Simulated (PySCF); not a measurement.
## A study: C3H2Se, SMILES `C#CC=[Se]`

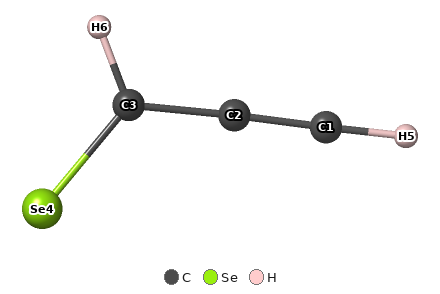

The molecule, with its atoms numbered as below. No frequency check shows the geometry to be a minimum.

Geometry (Å), atoms numbered from 1:

```
C1      -2.8312    0.3762    0.0000
C2      -1.7569   -0.1741    0.0000
C3      -0.5026   -0.7657    0.0000
Se4      1.0237    0.1293    0.0000
H5      -3.7747    0.8367    0.0000
H6      -0.4880   -1.8524    0.0000
```

## 1. Bonding charge

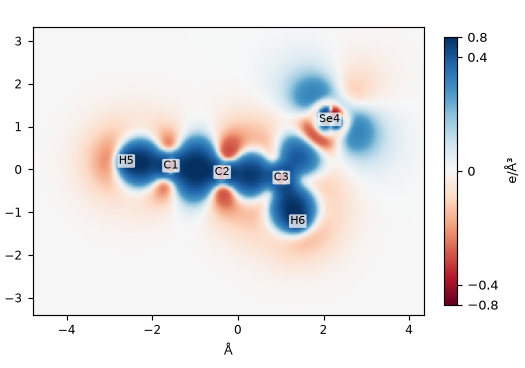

Deformation density (molecule less spherical, spin-averaged free atoms) in the molecular plane; colour scale in e/Å³, logarithmic beyond ±0.1; blue: gain, red: loss.

Level of theory: BLYP/cc-pVTZ (PySCF), at a geometry from GFN2-xTB. This is a single-reference result, which may miss multireference character in this system.

Question: How much density has each bond in this plane gained at its critical point, relative to the free atoms?

Answer: C1–C2: +0.89 e/Å³ at the bond critical point (bond length 1.21 Å, Mayer order 2.4). C1–H5: +0.82 e/Å³ at the bond critical point (bond length 1.05 Å, Mayer order 1.0). C3–H6: +0.79 e/Å³ at the bond critical point (bond length 1.09 Å, Mayer order 0.9). C2–C3: +0.66 e/Å³ at the bond critical point (bond length 1.39 Å, Mayer order 1.1). C3–Se4: +0.20 e/Å³ at the bond critical point (bond length 1.77 Å, Mayer order 1.8). In all, 1.5 electrons gather in the regions of gain relative to the promolecule.

## 2. Local ionisation energy

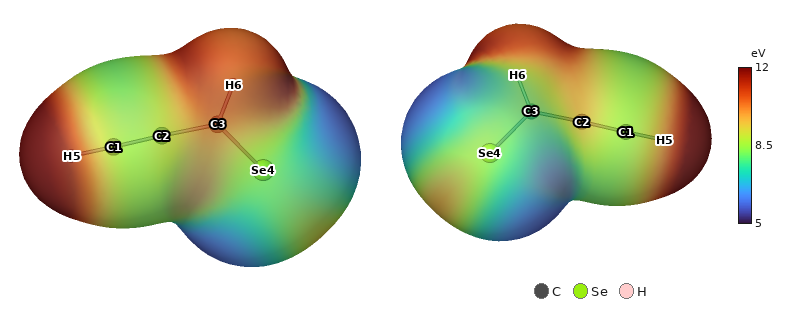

Average local ionisation energy on the surface of electron density 0.001 a.u. (back view left, front view right).

Question: Where are the most loosely bound electrons on this surface?

Answer: The lowest value is 5.7 eV, 2.4 Å from Se4. Further minima include 5.7 eV, 2.4 Å from Se4; 8.1 eV, off the C1–C2 bond (2.1 to 2.2 Å from its atoms); 10.4 eV, 1.4 Å from H6. For comparison, the highest occupied orbital lies at −5.1 eV.

## 3. The π system

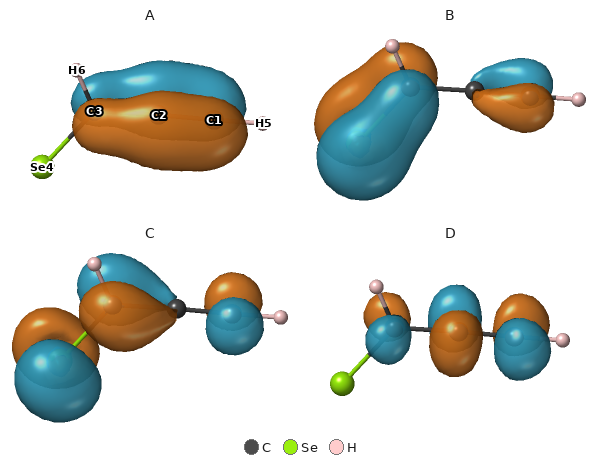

Natural orbitals of the π active space, CASSCF(4,4), singlet state, in order of falling occupation. The active space holds only one of the two perpendicular π systems.

PySCF calculation, aug-cc-pVDZ basis, gas phase; geometry: GFN2-xTB.

Question: What are the natural occupation numbers?

Answer: A 1.94, B 1.84, C 0.16, D 0.05.

Question: How multiconfigurational is the state?

Answer: The leading determinant weighs 0.90; the effective number of unpaired electrons, Σ n²(2−n)², is 0.19; the most occupied of the weakly occupied orbitals holds 0.16 e, as in an ordinary closed-shell π system. The active space lowers the energy by 1.45 eV against Hartree–Fock.

Question: Where does the lowest triplet lie relative to the singlet, at this geometry and within this active space?

Answer: 2.31 eV above it by strongly contracted NEVPT2 (+2.05 eV by CASSCF); a small basis tends to put such gaps a few tenths of an eV too high. This is a vertical energy for π states alone; a state that uses lone pairs or σ orbitals may lie lower.

The PySCF runs shown took 22 s and 62 s on 1 thread of Arm Neoverse V1, on a shared host.
